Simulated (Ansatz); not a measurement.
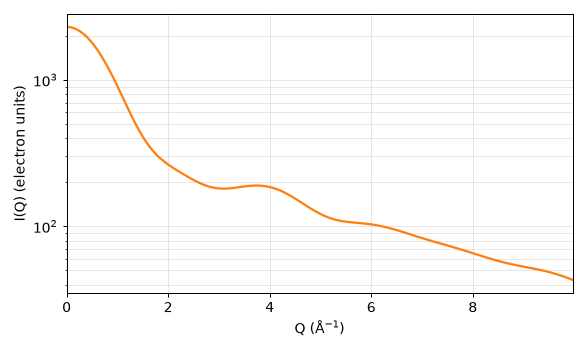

Elastic X-ray scattering of a randomly oriented, rigid molecule, calculated with the Debye equation from neutral-atom form factors (independent atoms, no Compton part, no vibration). The geometry is the end point of an optimisation (RKS PBE0-D4/6-31G* (Ansatz 0.2.0)); it may be a saddle point or a higher isomer. It contains S, Si, C, O, H.

> How many electrons does the independent-atom model of the molecule hold?

I(0) is the square of the electron number: I(0) = 2300, so about 48 electrons, the count of CH4OSSi.

> What radius of gyration does the initial fall-off give?

From I(Q) ≈ I(0) exp(−Q²R²/3) at small Q, R ≈ 1.74 Å. It is larger than the electron-weighted radius of the nuclear positions alone (1.57 Å), because each atom's electron cloud adds to it.
